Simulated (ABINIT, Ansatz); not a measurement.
# SnO2 (Cassiterite): G0W0 with ABINIT, start to end, part 2 of 2

Wanted: ground state, empty states, screening and self-energy for SnO2 (Cassiterite).

ABINIT 10.8.3; PBE and many-body steps on it, plane waves. Known limits of the many-body steps: not at the basis limit; no spin-orbit coupling; coarse k mesh.

So far. Step 2 (Ground state): The gap is direct, at Γ. Step 3 (Empty states on the mesh, 4×4×4 mesh, 271 bands): On this mesh the gap is 1.284 eV.

## Step 4: Screening, 4×4×4 mesh, 247 bands, screening to 217.7 eV

The RPA dielectric matrix is built and inverted for each q.

This step: RPA screening on PBE, plane waves, norm-conserving pseudopotentials.

The input, run.abi:

```
acell 3*1.0 Angstrom
rprim 
  4.738000000000 0.000000000000 0.000000000000
  0.000000000000 4.738000000000 0.000000000000
  0.000000000000 0.000000000000 3.186500000000
ntypat 2
znucl 50 8
natom 6
typat 1 1 2 2 2 2
xred 
  0.000000000000 0.000000000000 0.000000000000
  0.500000000000 0.500000000000 0.500000000000
  0.307100000000 0.307100000000 0.000000000000
  0.192900000000 0.807100000000 0.500000000000
  0.692900000000 0.692900000000 0.000000000000
  0.807100000000 0.192900000000 0.500000000000
pp_dirpath "pseudos"
pseudos "Sn.upf, O.upf"
ecut 42
ngkpt 4 4 4
nshiftk 1
shiftk 0 0 0
kptopt 1
chksymbreak 0
istwfk *1
occopt 1
irdwfk 1
optdriver 3
nband 247
ecuteps 8
inclvkb 2
awtr 1
symchi 1
indata_prefix "in"
outdata_prefix "out"
tmpdata_prefix "tmp"
```

Command:

```
> OMP_NUM_THREADS=1 mpirun -n 8 abinit run.abi > log
```

Numbers of over 12 decimals in the logs are rounded to 6 here.

The program printed:

```text
.Version 10.8.3 of ABINIT. v10.8.2 released Aug 2026.

 Symmetries : space group P4_2/m n m (#136); Bravais tP (primitive tetrag.)
[... echo of the input left out ...]
== DATASET  1 ==================================================================
-   mpi_nproc: 8, omp_nthreads: 1 (-1 if OMP is not activated)

--- !DatasetInfo
iteration_state: {dtset: 1, }
dimensions: {natom: 6, nkpt: 18, mband: 247, nsppol: 1, nspinor: 1, nspden: 1, mpw: 6312, }
cutoff_energies: {ecut:  42.0, pawecutdg:  -1.0, }
electrons: {nelect:   6.80000000E+01, charge:   0.00000000E+00, occopt:   1.00000000E+00, tsmear:   1.00000000E-02, }

 SCREENING: Calculation of the susceptibility and dielectric matrices

 Based on a program developped by R.W. Godby, V. Olevano, G. Onida, and L. Reining.
 Incorporated in ABINIT by V. Olevano, G.-M. Rignanese, and M. Torrent.
.Using double precision arithmetic ; gwpc =  8

[... cell and pseudopotentials left out ...]
--------------------------------------------------------------------------------

 ==== K-mesh for the wavefunctions ====
 Number of points in the irreducible wedge :    18
[... list of points left out ...]
 Together with 16 symmetry operations and time-reversal symmetry
 yields    64 points in the full Brillouin Zone.

 ==== Q-mesh for the screening function ====
 Number of points in the irreducible wedge :    18
[... list of points left out ...]
 Together with 16 symmetry operations and time-reversal symmetry
 yields    64 points in the full Brillouin Zone.

 setmesh: FFT mesh size selected  =    48x   48x   36
          total number of points  =        82944

 vcoul_init : cutoff-mode = AUXILIARY_FUNCTION
 q-points for optical limit:   1
     1)      0.000010    0.000020    0.000030

- screening: taking advantage of time-reversal symmetry
- Maximum band index for partially occupied states nbvw = 34
- Remaining bands to be divided among processors   nbcw = 213
- Number of bands treated by each node ~26

 Number of electrons calculated from density =   68.0000; Expected =   68.0000
 average of density, n =  0.140867
 r_s =    1.1923
 omega_plasma =   36.2043 [eV]

 calculating chi0 at frequencies [eV] :
  1    0.000000E+00    0.000000E+00
  2    0.000000E+00    3.620427E+01

--------------------------------------------------------------------------------
  q-point number  1        q = ( 0.000000, 0.000000, 0.000000) [r.l.u.]
--------------------------------------------------------------------------------
[... chi0 elements left out ...]
 For q-point:  0.000010 0.000020 0.000030
  dielectric constant =   4.5768
  dielectric constant without local fields =   4.8391

  Average fulfillment of the sum rule on Im[epsilon] for q-point    1 :     71.51  [%]
[... wings left out ...]
  q-point number  2        q = ( 0.250000, 0.000000, 0.000000) [r.l.u.]
--------------------------------------------------------------------------------
[... chi0 elements left out ...]
  Average fulfillment of the sum rule on Im[epsilon] for q-point    2 :     82.30  [%]

 [... 16 further q-points ...]
```

Wall time 24 min (8 MPI ranks of Arm Neoverse V1, shared host); peak memory 13 GiB.

Numbers from this step:

```yaml
eps_infinity_with_local_fields_on_this_mesh_along_the_program_s_q_direction: 4.577
the_same_without_local_fields: 4.839
plasma_frequency: 36.20 eV
plane_waves_in_the_screening_matrix: 507
```

Local fields lower ε∞ by 5 %. On a Γ-centred mesh this coarse the value itself is usually too large, while a short band sum pulls it down.

## Step 5: Self-energy, 4×4×4 mesh, 247 bands, screening to 217.7 eV

The self-energy is evaluated for the states that the input lists, and the levels follow from it, in one-shot runs by the linearised quasiparticle equation.

This step: G0W0 on PBE, plane waves, norm-conserving pseudopotentials.

Edit run.abi of step 4 so:

```diff
@@ -27,8 +27,15 @@
 irdwfk 1
-optdriver 3
+optdriver 4
 nband 247
+gwcalctyp 0
+ecutsigx 42
+symsigma 1
+nkptgw 1
+kptgw 
+  0.0000000000 0.0000000000 0.0000000000
+bdgw 
+  32 36
 ecuteps 8
-inclvkb 2
-awtr 1
-symchi 1
+irdscr 1
+ppmodel 1
 indata_prefix "in"
```

The program printed:

```text
.Version 10.8.3 of ABINIT. v10.8.2 released Aug 2026.

 Symmetries : space group P4_2/m n m (#136); Bravais tP (primitive tetrag.)
[... echo of the input left out ...]
== DATASET  1 ==================================================================
-   mpi_nproc: 8, omp_nthreads: 1 (-1 if OMP is not activated)

--- !DatasetInfo
iteration_state: {dtset: 1, }
dimensions: {natom: 6, nkpt: 18, mband: 247, nsppol: 1, nspinor: 1, nspden: 1, mpw: 6312, }
cutoff_energies: {ecut:  42.0, pawecutdg:  -1.0, }
electrons: {nelect:   6.80000000E+01, charge:   0.00000000E+00, occopt:   1.00000000E+00, tsmear:   1.00000000E-02, }

 SIGMA: Calculation of the GW corrections

 Based on a program developped by R.W. Godby, V. Olevano, G. Onida, and L. Reining.
 Incorporated in ABINIT by V. Olevano, G.-M. Rignanese, and M. Torrent.
.Using double precision arithmetic ; gwpc =  8

[... cell and pseudopotentials left out ...]
--------------------------------------------------------------------------------

 ==== K-mesh for the wavefunctions ====
 Number of points in the irreducible wedge :    18
[... list of points left out ...]
 Together with 16 symmetry operations and time-reversal symmetry
 yields    64 points in the full Brillouin Zone.

 ==== Q-mesh for screening function ====
 Number of points in the irreducible wedge :    18
[... list of points left out ...]
 Together with 16 symmetry operations and time-reversal symmetry
 yields    64 points in the full Brillouin Zone.

 vcoul_init : cutoff-mode = AUXILIARY_FUNCTION
 q-points for optical limit:   1
     1)      0.000010    0.000020    0.000030
 setmesh: FFT mesh size selected  =    54x   54x   36
          total number of points  =       104976

 Number of electrons calculated from density =   68.0000; Expected =   68.0000
 average of density, n =  0.140867
 r_s =    1.1923
 omega_plasma =   36.2043 [eV]

 === KS Band Gaps ===
  >>>> For spin  1
   Minimum direct gap =   1.2836 [eV], located at k-point      :   0.0000  0.0000  0.0000
   Fundamental gap    =   1.2836 [eV], Top of valence bands at :   0.0000  0.0000  0.0000
                                       Bottom of conduction at :   0.0000  0.0000  0.0000
 SIGMA fundamental parameters:
 PLASMON POLE MODEL  1
 number of plane-waves for SigmaX                 6273
 number of plane-waves for SigmaC and W            507
 number of plane-waves for wavefunctions          6273
 number of bands                                   247
 number of independent spin polarizations            1
 number of spinorial components                      1
 number of k-points in IBZ                          18
 number of q-points in IBZ                          18
 number of symmetry operations                      16
 number of k-points in BZ                           64
 number of q-points in BZ                           64
 number of frequencies for dSigma/dE                 9
 frequency step for dSigma/dE [eV]                0.25
 number of omega for Sigma on real axis              0
 max omega for Sigma on real axis  [eV]           0.00
 zcut for avoiding poles [eV]                     0.10

 EPSILON^-1 parameters (SCR file):
 dimension of the eps^-1 matrix on file            507
 dimension of the eps^-1 matrix used               507
 number of plane-waves for wavefunctions          6273
 number of bands                                   247
 number of q-points in IBZ                          18
 number of frequencies                               2
 number of real frequencies                          1
 number of imag frequencies                          1

 matrix elements of self-energy operator (all in [eV])

 Perturbative Calculation

--- !SelfEnergy_ee
iteration_state: {dtset: 1, }
kpoint     : [   0.000,    0.000,    0.000, ]
spin       : 1
KS_gap     :    1.284
QP_gap     :    2.753
Delta_QP_KS:    1.469
data: !SigmaeeData |
     Band     E0 <VxcDFT>   SigX SigC(E0)      Z dSigC/dE  Sig(E)    E-E0       E
       32   6.013 -20.016 -25.535   4.644   0.793  -0.261 -20.710  -0.694   5.319
       33   6.013 -20.016 -25.535   4.644   0.793  -0.261 -20.710  -0.694   5.319
       34   6.777 -20.351 -26.231   4.976   0.792  -0.263 -21.067  -0.716   6.061
       35   8.061 -16.498 -12.586  -3.018   0.843  -0.187 -15.745   0.753   8.814
       36  12.920 -16.302 -10.641  -4.136   0.838  -0.193 -15.024   1.278  14.198

== END DATASET(S) ==============================================================
================================================================================

 -outvars: echo values of variables after computation  --------
           etotal      0.0000000000E+00
            nband         247
             nkpt          18
          spgroup         136
 [... the other variables as echoed above ...]

 Calculation completed.
```

The job ended after 41 s (8 MPI ranks; peak memory 9 GiB).

This step gave:

| Property | Result |
| --- | --- |
| G0W0 gap on the points computed | 2.753 eV |
| starting gap on the mesh | 1.284 eV |
| k of the valence top | 0, 0, 0 |
| k of the conduction bottom | 0, 0, 0 |
| Z at the valence top | 0.792 |
| Z at the conduction bottom | 0.843 |
| least direct G0W0 gap on the computed points | 2.753 eV |

The gap on the mesh goes from 1.28 eV to 2.75 eV, a correction of +1.47 eV.

Limits: finite bands, cutoff and mesh; no spin-orbit coupling; coarse k mesh. v1 is the top filled band, c1 the lowest empty one. Levels before and after the correction, in eV, zero at the valence-band top of each column:

|  | conduction bottom | valence top |
| --- | --- | --- |
| Kohn-Sham | 1.28 | 0.00 |
| G0W0 | 2.75 | 0.00 |

|  | level | energy (eV) |
| --- | --- | --- |
| Kohn-Sham | Γ v3-v2 | -0.764 |
| Kohn-Sham | Γ v1 | 0.000 |
| Kohn-Sham | Γ c1 | 1.284 |
| Kohn-Sham | Γ c2 | 6.143 |
| G0W0 | Γ v3-v2 | -0.742 |
| G0W0 | Γ v1 | 0.000 |
| G0W0 | Γ c1 | 2.753 |
| G0W0 | Γ c2 | 8.137 |

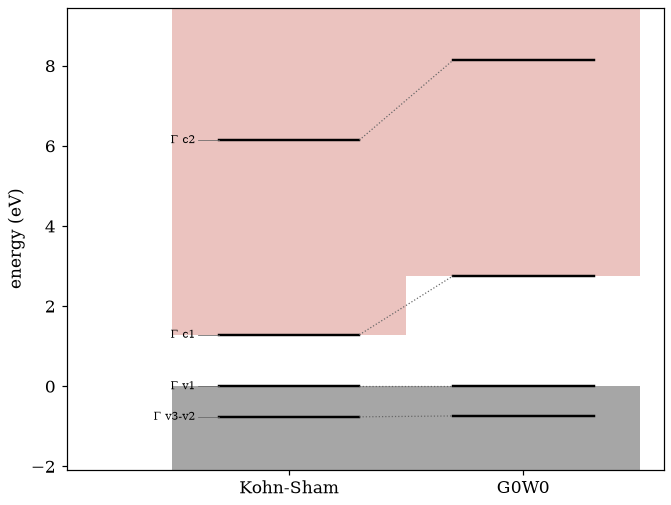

Levels before and after the correction. Shaded: valence and conduction bands.

## Step 6: Where the time went

Times are wall times on 8 MPI ranks of Arm Neoverse V1, shared host, good to a factor of about two.

| step | time | share | memory (GiB) |
| --- | --- | --- | --- |
| ground state | 38 s | 2 % | 0.77 |
| empty states on the mesh | 4.5 min | 15 % | 1.1 |
| screening | 24 min | 81 % | 13 |
| self-energy | 41 s | 2 % | 9.0 |

## Step 7: What came out

```json
{
 "PBE gap": "1.28 eV, direct",
 "G0W0 gap on the mesh": "2.75 eV",
 "GW settings": "4×4×4 mesh, 247 bands, screening to 217.7 eV, Godby-Needs plasmon pole",
 "known limits": "not at the basis limit; no spin-orbit coupling; coarse k mesh"
}
```

**Reading.** G0W0 moves the gap on the mesh from 1.28 eV to 2.75 eV (+1.47 eV), with Z of 0.79 and 0.84 at the edges. Local fields lower the RPA ε∞ on this mesh from 4.84 to 4.58; a Γ-centred mesh this coarse tends to raise both, most where the direct gap is narrow, while a short band sum lowers them. Only 1 of the mesh's irreducible points was corrected, so a valley elsewhere could overtake. The dearest step here is «screening». Against experiment, by G0W0@PBE: the gap of 2.75 eV lies −0.85 eV from the measured 3.6 eV (kind not stated, quoted 2022). The calculation has static nuclei and no excitons; a measured gap holds zero-point and thermal motion, which mostly lowers it. Against the values above the computed gap that would widen the miss. An edge that is forbidden or weak in absorption could explain it, and so could too strong a screening: the start's gap is only 1.28 eV, the mesh is coarse, and one shot does not repair that. Bands and cutoff are finite, so the gap is not at the basis limit. The miss can reach some tenths of an eV and take either sign; the mesh is an error of its own. In the G0W0 run levels were corrected at 1 k point alone, so a gap called «on the mesh» is the least over those, and an edge elsewhere would be missed. The 4×4×4 mesh is coarse for this cell, which bears on the long-range parts of exchange and screening. The many-body steps are scalar-relativistic: spin-orbit coupling is not in them.

[Paths, hosts, dates, memory and timing lines, banners, echoed tables and standing remarks are left out of the program output.]

[Logs are printed without paths, hosts, clocks, repeated set-up lines and the standing remarks that a program may print on its own settings, such as how far it seeks lower states.]

[Runs of the session that timed out or met a known fault of the program may be left out.]

[Hosts, paths, dates, database ids (printed as entryN), source tags and the programs' standing remarks are cut or masked in the printed files.]

[G0W0 gaps are taken among the corrected bands and points alone; a level outside them can change the order at an edge.]

[Where Ansatz stands beside ABINIT at settings called matched, ABINIT's density can come from a denser mesh and the files from another edition; pairs whose starting gaps differed by over 0.03 eV were left out, so agreement reads better than it is.]
